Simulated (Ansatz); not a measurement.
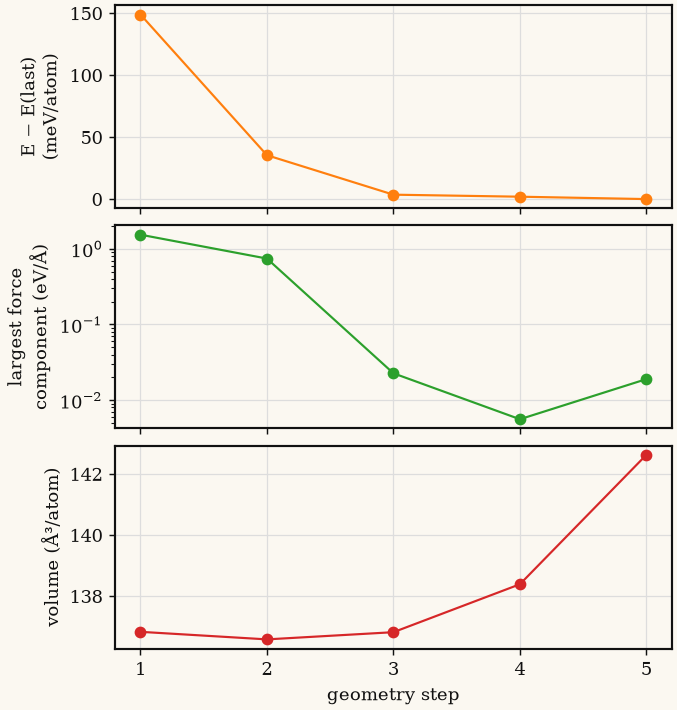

History of a geometry optimisation. The run: Li2Pd (3 atoms in the cell), by Ansatz 0.2.0, DFT PBE, scalar-relativistic, plane waves, PAW; cutoff 420 eV, 6×6×1 k-mesh, Gaussian smearing of 0.1 eV. A closing SCF on a freshly chosen basis isn't drawn.

The optimisation met its thresholds at geometry 5, counting the start as the first. The energy fell by about 150 meV/atom from the first step to the last. The largest force component goes from about 1.5 eV/Å at the start to 0.019 eV/Å at the end. The volume grows from 136.8 to 142.6 Å³ per atom (+4 %).
